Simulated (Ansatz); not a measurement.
# CHClFN (SMILES [H]/N=C(/F)Cl): BHLYP/def2-SVPD

Aim: the vertical electron affinity of CHClFN at BHLYP/def2-SVPD, from 2 runs. 

The results are computed with Ansatz 0.2.0.

84 further runs of the same task are left out: 84 set aside as unsound or not needed. Runs told in other sessions of the task aren't counted.

### 1 The molecule

CHClFN has 5 atoms, charge 0, and is taken as a singlet. As SMILES, `[H]/N=C(/F)Cl`. The shape is that of a PBE0-D4/def2-TZVP optimisation.

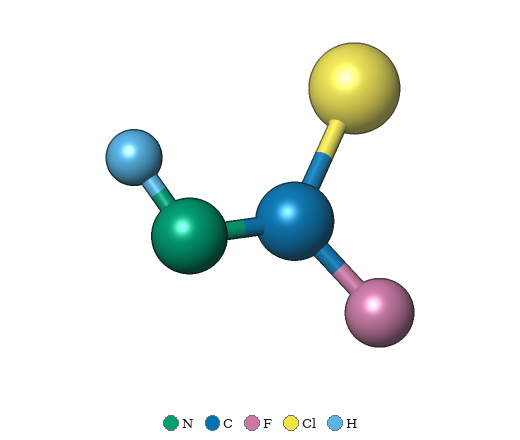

Viewed from a chosen angle; nitrogen teal, carbon blue, fluorine pink, chlorine yellow, hydrogen blue.

### 2 A single-point energy at BHLYP/def2-SVPD

input.yaml reads:

```yaml
crystal:
  periodic: [false, false, false]
  atoms:
    - symbol: "N"
      position_ang: [0.321100, 0.940500, 0.274400]
    - symbol: C
      position_ang: [0.137900, -0.274600, 0.128500]
    - symbol: F
      position_ang: [0.810300, -1.157400, 0.832100]
    - symbol: Cl
      position_ang: [-0.953500, -1.081700, -0.943200]
    - symbol: H
      position_ang: [-0.266000, 1.499600, -0.333300]
basis:
  gaussian: {orbitals: def2-SVPD}
output: {orbitals: {seedname: orbitals}}
hamiltonian: {xc: {name: BHLYP}}
accuracy: high
```

Run with:

```sh
$ ansatz run input.yaml --threads 1 --pin off --max-ram 2610MiB --events-out events.jsonl --progress --plain --runs-dir runs
```

Standard output:

```text
Warning: RAYON_NUM_THREADS=1 ignored (pool sized by the plan → 1); use --threads N
Functional definition: BHLYP
  name "BHLYP"
  parameter a = 0.5
  exchange = (1 - a)*b88_x + a*exact_x
  correlation = lyp_c
1950 factors; integrals over basis functions are off by at most 3.7e-9 eV
mean field evaluation 1: about -17767.8793 eV, gradient 4.5e1 eV
mean field evaluation 2: about -17764.6427 eV, gradient 6.0e1 eV
mean field evaluation 4: about -17771.7579 eV, gradient 2.5e0 eV
mean field evaluation 8: about -17772.1165 eV, gradient 5.2e-1 eV
mean field evaluation 16: about -17772.1172 eV, gradient 8.0e-5 eV
mean field -17772.11718364 eV, -653.1132601250 hartree, gradient 8.4e-8 eV, S^2 0.000000; 0 other end points of the search recorded, 0 dependent functions left out
reference -17772.11720663 eV, -653.1132609699 hartree; 20, 20 occupied and 78, 78 virtual orbitals, 1950 factors
Total energy: -17772.11720663 eV, -653.1132609699 hartree
```

Wall time 9.3 s (1 thread of Arm Neoverse V1, shared host); peak memory 0.3 GiB.

### 3 The doublet anion

input.yaml reads:

```yaml
crystal:
  periodic: [false, false, false]
  atoms:
    - {symbol: N, position_ang: [0.321100, 0.940500, 0.274400]}
    - {symbol: C, position_ang: [0.137900, -0.274600, 0.128500]}
    - {symbol: F, position_ang: [0.810300, -1.157400, 0.832100]}
    - {symbol: Cl, position_ang: [-0.953500, -1.081700, -0.943200]}
    - {symbol: H, position_ang: [-0.266000, 1.499600, -0.333300]}
basis:
  gaussian: {orbitals: def2-SVPD}
total_charge: -1
magnetization: {spin_polarized: true, initial_magnetization: 1}
hamiltonian: {xc: {name: BHLYP}}
accuracy: high
output: {orbitals: {seedname: orbitals}}
```

Run with:

```sh
$ ansatz run input.yaml --threads 1 --pin off --max-ram 2610MiB --events-out events.jsonl --progress --plain --runs-dir runs
```

Standard output:

```text
Warning: RAYON_NUM_THREADS=1 ignored (pool sized by the plan → 1); use --threads N
[... 5 set-up lines as earlier in the session ...]
1951 factors; integrals over basis functions are off by at most 3.7e-9 eV
mean field evaluation 1: about -17765.0451 eV, gradient 3.4e1 eV
mean field evaluation 2: about -17757.9022 eV, gradient 5.6e1 eV
mean field evaluation 4: about -17770.2930 eV, gradient 2.2e0 eV
mean field evaluation 8: about -17770.3172 eV, gradient 1.9e-1 eV
mean field evaluation 16: about -17770.3195 eV, gradient 9.5e-3 eV
mean field evaluation 32: about -17770.4648 eV, gradient 5.3e-1 eV
mean field -17770.49842796 eV, -653.0537719510 hartree, gradient 1.7e-8 eV, S^2 0.756487; 4 other end points of the search recorded, 0 dependent functions left out
reference -17770.49844967 eV, -653.0537727488 hartree; 21, 20 occupied and 77, 78 virtual orbitals, 1951 factors
Total energy: -17770.49844967 eV, -653.0537727488 hartree
```

Wall time 29 s (1 thread of Arm Neoverse V1, shared host); peak memory 0.44 GiB.

### 4 Results

At BHLYP/def2-SVPD:

```
                                         quantity          value
                     singlet CHClFN: total energy  -653.11326 Eh
                      singlet CHClFN: HOMO energy      -10.56 eV
                      singlet CHClFN: LUMO energy        0.53 eV
                    singlet CHClFN: HOMO–LUMO gap       11.10 eV
                      doublet anion: total energy  -653.05377 Eh
doublet anion: HOMO energy (highest over α and β)        2.69 eV
 doublet anion: LUMO energy (lowest over α and β)        5.29 eV
                              doublet anion: ⟨S²⟩          0.756
vertical electron affinity (to the doublet anion)      -1.619 eV
```

**Reading.** The anion lies 1.62 eV (37 kcal/mol) above the neutral: the electron isn't bound at this level, and such a value depends on the basis. The HOMO (doublet anion) lies at positive energy, 2.69 eV, from the functional's self-interaction, a short basis or an electron that isn't bound; only total energies against the neutral tell.
